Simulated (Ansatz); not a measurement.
A series of calculations on ZnHBrCl$_{2}$

### Relaxation

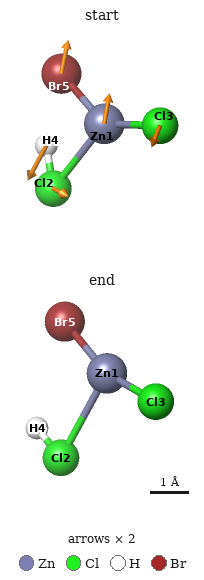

The structure of ZnHBrCl2 (started from a transition state, displaced along its imaginary mode) before (top) and after (bottom) a relaxation, at one scale. The orange arrows give the displacements, 2 times their true length.

A ball-and-stick model, seen from a free direction.

Level of theory: RKS PBE0-D4/def2-TZVP (Ansatz). (force threshold 0.005 eV/Å; at most 200 steps)

> Describe what moved and what it gained.

H4 moves most after the best rigid fit: 0.56 Å. By element the largest moves are H 0.56 Å, Br 0.46 Å, Zn 0.41 Å, Cl 0.32 Å. Among the contacts that change: H4–Br5 1.948 → 2.929 Å, Cl2–Br5 3.070 → 3.645 Å, Zn1–Cl2 2.459 → 2.700 Å, Cl2–H4 1.223 → 1.288 Å. Bond angles that change, for instance: Cl2–Zn1–Cl3 133.9° → 102.5°, Zn1–Cl2–H4 64.9° → 85.5°, Cl3–Zn1–Br5 144.9° → 163.3°. After 10 accepted moves (11 points after the start) the energy has fallen by 56.3 kJ/mol. The largest force component goes from 4.5 to 0.0017 eV/Å. The line search rejected the trial step at point 10 of the run.

### Relaxation

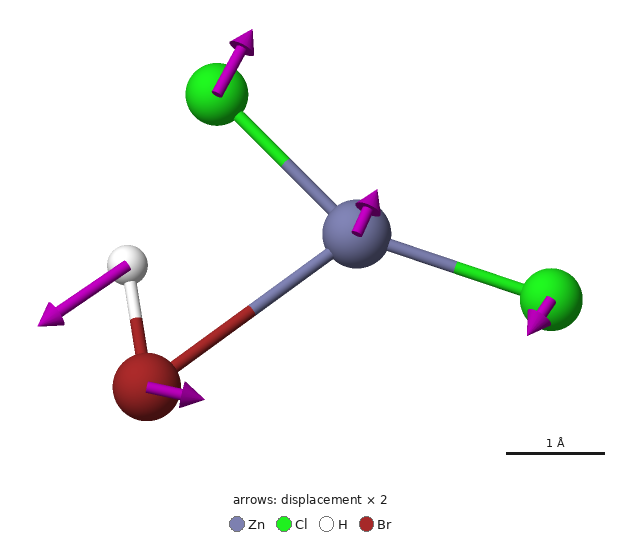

This is a relaxation of ZnHBrCl₂ (started from a transition state, displaced along its imaginary mode). The starting structure is drawn; purple arrows show the displacements, magnified 2 times. The two geometries are superimposed by the best rigid fit.

A ball-and-stick model, seen at a tilt.

All numbers below come from Ansatz, RKS PBE0-D4/def2-TZVP.

Input file:
```yaml
crystal:
  periodic: [false, false, false]
  atoms:
    - {symbol: Zn, position_ang: [-0.641990, 0.278694, -0.446979]}
    - {symbol: Cl, position_ang: [0.539470, 1.730833, 0.473182]}
    - {symbol: Cl, position_ang: [-2.283656, -0.334155, -1.637016]}
    - {symbol: H, position_ang: [1.278159, -0.178806, 0.900741]}
    - {symbol: Br, position_ang: [1.107917, -1.496666, 0.710072]}
basis:
  gaussian: {orbitals: def2-TZVP}
hamiltonian: {xc: pbe0, dispersion: d4}
relax: {f_tol: 0.005, max_steps: 200}
```

Launched with:
```bash
ansatz run in.yaml --threads 8 --pin off --events-out ev --progress --plain --max-ram 19148MiB
```

**Which element moves most?**

Hydrogen: up to 0.58 Å, against 0.40 Å for chlorine.

**What happened in the run?**

Over 8 accepted moves (9 points after the start) the energy falls by 31.7 kJ/mol. The largest force component goes from 3.5 to 0.001 eV/Å. The line search rejected the trial step at point 3 of the run. The atom that moves furthest after the best rigid fit is H4 (0.58 Å). Largest moves by element: H 0.58 Å, Cl 0.40 Å, Br 0.31 Å, Zn 0.27 Å. Near-neighbour distances that change, for instance: H4–Br5 1.342 → 1.427 Å, Zn1–Br5 2.748 → 2.813 Å, Zn1–Cl2 2.086 → 2.117 Å, Zn1–Cl3 2.118 → 2.106 Å. Among the angles between lasting bonds that change: Zn1–Br5–H4 60.4° → 86.9°, Cl3–Zn1–Br5 122.9° → 101.6°, Cl2–Zn1–Br5 84.5° → 95.6°.

### Reaction

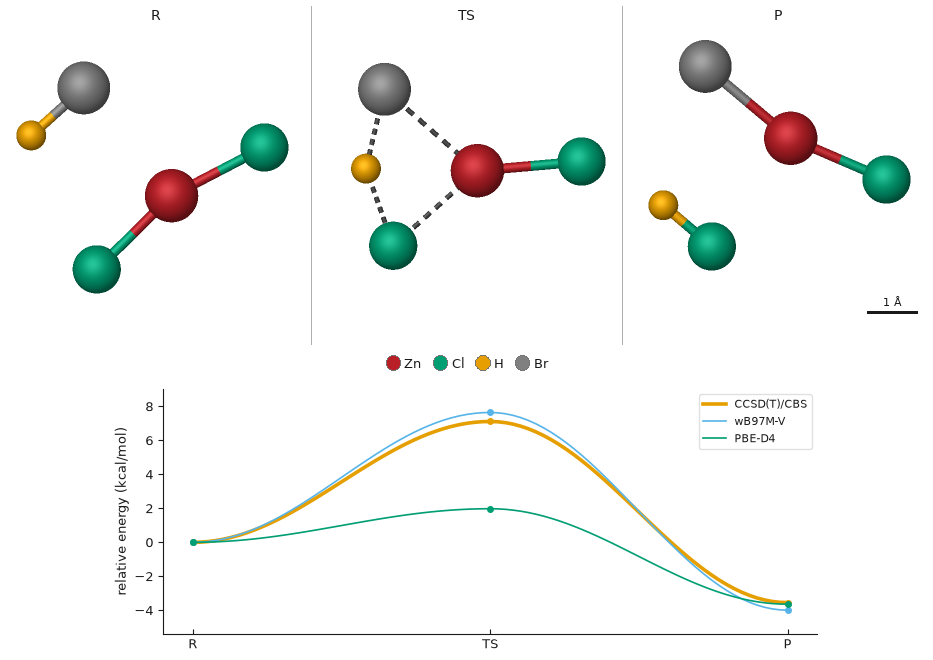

A reaction step of ZnHBrCl2, with its energy diagram. The picture is a ball-and-stick view, seen at a tilt. Dashed sticks mark bonds that form or break.

Stationary points at PBE0-D4/def2-TZVP, single-point energies with CCSD(T)/CBS, wB97M-V, PBE-D4 (def2-TZVPP where no basis is named; Ansatz 0.2.0). The energies are electronic, without zero-point or thermal terms, and both ends are the minima reached downhill from the saddle, with any fragments still in contact. CCSD(T)/CBS stands for a frozen core with 3s3p of Cu, Zn: MP2 correlation extrapolated from def2-TZVPP and def2-QZVPP, CCSD(T) minus MP2 from the smaller set.

What happens, and what does it cost?

Answer. Counted by bonded pieces, R holds HBr + ZnCl₂ and P holds HCl + ZnBrCl. From R over the saddle to P, bonds form: Br–Zn (2.81 → 2.50 → 2.26 Å), Cl–H (3.02 → 1.66 → 1.29 Å). Bonds break: Cl–Zn (2.12 → 2.27 → 2.70 Å), Br–H (1.43 → 1.64 → 2.93 Å). The saddle has one imaginary mode, 322i cm⁻¹. With CCSD(T)/CBS the barrier is 7.1 kcal/mol from R and 10.7 kcal/mol from P, and P lies 3.5 kcal/mol below R.

```
      level  barrier from R (kcal/mol)  barrier from P (kcal/mol)  P less R (kcal/mol)
CCSD(T)/CBS                        7.1                       10.7                 −3.5
    wB97M-V                        7.6                       11.6                 −4.0
     PBE-D4                        2.0                        5.6                 −3.6
```

Against CCSD(T)/CBS, wB97M-V comes closest on the barrier from R (+0.5 kcal/mol) and PBE-D4 misses most (−5.1 kcal/mol).
